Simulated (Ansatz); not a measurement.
# CClF3 (SMILES FC(F)(F)Cl): HF/def2-SVPD

Aim: the electronic atomisation energy of CClF3 at HF/def2-SVPD, from 4 runs. 

Program for the calculation: Ansatz 0.2.0.

54 further runs of the same task are left out: 9 that didn't finish, 45 set aside as unsound or not needed.

### Step 1. The system as given

CClF3 has 5 atoms, charge 0, and is taken as a singlet. As SMILES, `FC(F)(F)Cl`. The coordinates come from a PBE0-D4/def2-TZVP relaxation.

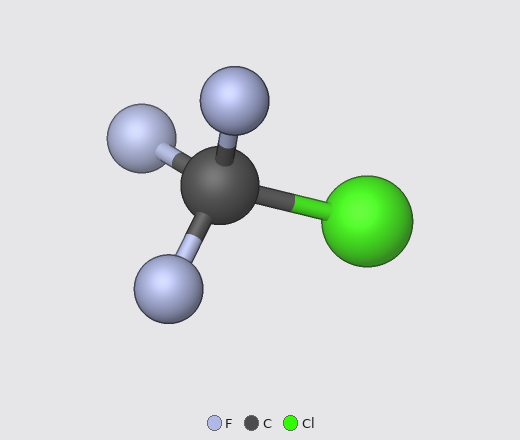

The structure, seen from a chosen angle (fluorine light blue, carbon dark grey, chlorine green).

### Step 2. The energy at HF/def2-SVPD

Contents of molecule.yaml:

```yaml
crystal:
  periodic: [false, false, false]
  atoms:
    - {symbol: F, position_ang: [0.213700, 0.019100, 1.326100]}
    - {symbol: C, position_ang: [-0.002200, -0.082500, 0.026100]}
    - {symbol: F, position_ang: [-1.249600, -0.474600, -0.167100]}
    - {symbol: F, position_ang: [0.811700, -0.999000, -0.468500]}
    - {symbol: Cl, position_ang: [0.276300, 1.463300, -0.758000]}
basis:
  gaussian:
    orbitals: def2-SVPD
total_charge: 0
hamiltonian:
  xc: hf
accuracy: high
output: {orbitals: {seedname: orbitals}}
```

The run is started by

```sh
$ ansatz run molecule.yaml --threads 1 --pin off --max-ram 3480MiB --events-out events.jsonl --progress --plain --runs-dir runs
```

Output:

```text
Warning: RAYON_NUM_THREADS=1 ignored (pool sized by the plan → 1); use --threads N
Functional definition: HF
  name "HF"
  exchange = exact_x
  correlation = 0
2299 factors; integrals over basis functions are off by at most 3.4e-9 eV
mean field evaluation 1: about -21636.7700 eV, gradient 4.7e1 eV
mean field evaluation 2: about -21636.7747 eV, gradient 4.7e1 eV
mean field evaluation 4: about -21640.8988 eV, gradient 2.8e0 eV
mean field evaluation 8: about -21640.9330 eV, gradient 2.2e-4 eV
mean field -21640.93303609 eV, -795.2896203251 hartree, gradient 2.5e-8 eV, S^2 0.000000; 0 other end points of the search recorded, 0 dependent functions left out
reference -21640.93303609 eV, -795.2896203251 hartree; 25, 25 occupied and 91, 91 virtual orbitals, 2299 factors
Total energy: -21640.93303609 eV, -795.2896203251 hartree
```

Run time: 5.1 s. Hardware: 1 thread of Arm Neoverse V1, shared host; peak memory 0.37 GiB.

### Step 3. The C atom, same level

Contents of input.yaml:

```yaml
crystal:
  periodic: [false, false, false]
  atoms:
    - symbol: C
      position_ang: [0.000000, 0.000000, 0.000000]
basis:
  gaussian:
    orbitals: def2-SVPD
magnetization:
  spin_polarized: true
  initial_magnetization: 2
hamiltonian:
  xc: hf
accuracy: high
```

Run the same way, it converges to -37.64626 Eh (log not shown).

### Step 4. The Cl atom

Contents of job.yaml:

```yaml
crystal:
  periodic: [false, false, false]
  atoms:
    - {symbol: Cl, position_ang: [0.000000, 0.000000, 0.000000]}
basis:
  gaussian:
    orbitals: def2-SVPD
magnetization:
  spin_polarized: true
  initial_magnetization: 1
accuracy: high
hamiltonian:
  xc: hf
```

Run the same way, it converges to -459.32620 Eh (log not shown).

### Step 5. The F atom, same level

Contents of molecule.yaml:

```yaml
basis:
  gaussian:
    orbitals: def2-SVPD
crystal:
  periodic: [false, false, false]
  atoms:
    - symbol: F
      position_ang: [0.000000, 0.000000, 0.000000]
magnetization:
  spin_polarized: true
  initial_magnetization: 1
hamiltonian:
  xc: hf
accuracy: high
```

Run the same way, it converges to -99.28960 Eh (log not shown).

### Step 6. Summary of results

Level: HF/def2-SVPD.

| quantity | value |
| --- | --- |
| molecule: total energy | -795.28962 Eh |
| molecule: HOMO energy | -13.87 eV |
| molecule: LUMO energy | 2.50 eV |
| molecule: HOMO–LUMO gap | 16.37 eV |
| C atom: total energy | -37.64626 Eh |
| C atom: ⟨S²⟩ | 2.010 |
| Cl atom: total energy | -459.32620 Eh |
| Cl atom: ⟨S²⟩ | 0.757 |
| F atom: total energy | -99.28960 Eh |
| F atom: ⟨S²⟩ | 0.754 |
| electronic atomisation energy | 12.201 eV |

In words: Taking the molecule apart into free atoms costs 12.20 eV (281 kcal/mol), before zero-point energy and without spin-orbit coupling. Hartree–Fock lacks the correlation of the bonding pairs, which as a rule makes this value much too low; in minimal bases other errors can mask that.
